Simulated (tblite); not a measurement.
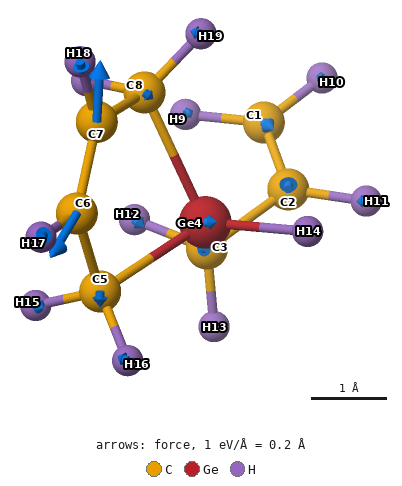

Starting geometry of C$_{7}$H$_{12}$Ge with the computed forces as blue arrows. Style: ball-and-stick. Shown from a free direction.

Level of theory: tblite 0.8.0, GFN2-xTB geometry optimisation, gas phase. 

What follows when this structure is relaxed?

Answer. It isn't relaxed: the largest force vector, on a C atom, is 4.41 eV/Å. The final displacements have little in common with the starting forces (cosine between the two patterns 0.11). Over 93 geometry steps the energy falls by 64.6 kJ/mol. The atom that moves furthest after the best rigid fit is an H atom (0.89 Å). By element the largest moves are H 0.89 Å, C 0.36 Å, Ge 0.16 Å. Near-neighbour distances that change, for instance: C–Ge 1.919 → 2.006 Å, C–Ge 1.942 → 1.996 Å, C–H 1.133 → 1.082 Å, C–C 1.276 → 1.323 Å. Bond angles that change, for instance: H–C–H 116.8° → 106.7°, Ge–C–H 105.4° → 113.0°, C–C–C 117.6° → 124.7°. Groups turn about C–Ge by about 35°, C–Ge by about 35°, C–C by about 30°.
